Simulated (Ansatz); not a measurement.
| atom | x (Å) | y (Å) | z (Å) |
| --- | --- | --- | --- |
| B | -1.0769 | -0.4740 | -0.9939 |
| F | -2.3365 | -0.3474 | -1.5566 |
| Ga | 1.4781 | 0.6444 | 0.2881 |
| N | -0.3590 | 0.6136 | -0.5554 |
| H | -0.8098 | 1.5171 | -0.6695 |
| H | -0.6789 | -1.6196 | -0.9282 |
| H | 1.4055 | 2.3592 | 0.4307 |

Geometry: PBE0-D3(BJ)/def2-SVPD.

Computed with isolated molecule in a Gaussian basis; Kohn-Sham density functional theory, functional PBE0 in Ansatz 0.2.0.

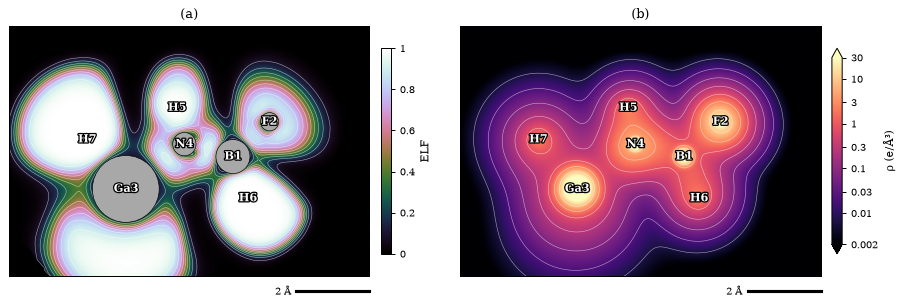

BFGaH3N (SMILES [H]/[Ga-2]=[NH+]/BF) (charge −1). (a) electron localisation function; (b) electron density on the molecular plane. Grey discs cover the atomic cores in the ELF map.

Q: Describe what can be read from this map.

A: The section cuts through B, F, Ga, N and H sites. B–N (1.38 Å): the density is about 2.1 e/Å³ at the midpoint; the ELF peaks at about 0.90 between the atoms: a polar covalent bond. B–F (1.39 Å): the density is about 1.9 e/Å³ at the midpoint; the ELF peaks at about 0.85 between the atoms (a polar covalent bond). Ga–N (2.02 Å): ρ is about 0.6 e/Å³ halfway; the ELF peaks at about 0.90 in the valence shell of N, 0.7 Å from its nucleus, and is about 0.35 at the midpoint. N–H (1.02 Å): the density is about 2.8 e/Å³ at the midpoint; the ELF climbs to about 1 towards the hydrogen, as it does in any bond to H: a covalent bond by its length. B–H (1.21 Å): the density is about 1.2 e/Å³ at the midpoint; the ELF climbs to about 1 towards the hydrogen; a covalent bond by its length. The ELF also peaks beside F2, away from the bonds: lone-pair regions.
